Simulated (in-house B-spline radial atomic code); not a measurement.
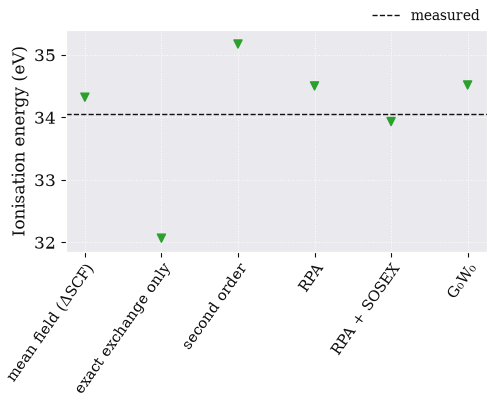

The ionisation energy of Ge²⁺ ([Ar] 3d¹⁰ 4s² → [Ar] 3d¹⁰ 4s) across levels of theory. All-electron spherical atom, scalar X2C, PBEsol start, no spin-orbit coupling, Breit or QED terms; computed with a B-spline radial code. Differences of total energies, each species on its own start, beside the G₀W₀ level.

Question: How do the methods compare?

Answer: The values run from 32.07 eV (exact exchange only) to 35.17 eV (second order). The measured value is 34.06 eV; nearest to it come RPA + SOSEX (−0.12) and mean field (ΔSCF) (+0.27), furthest exact exchange only (−1.99 eV).

| Method | Ionisation energy (eV) |
| --- | --- |
| mean field (ΔSCF) | 34.32 |
| exact exchange only | 32.07 |
| second order | 35.17 |
| RPA | 34.50 |
| RPA + SOSEX | 33.93 |
| G₀W₀ | 34.52 |
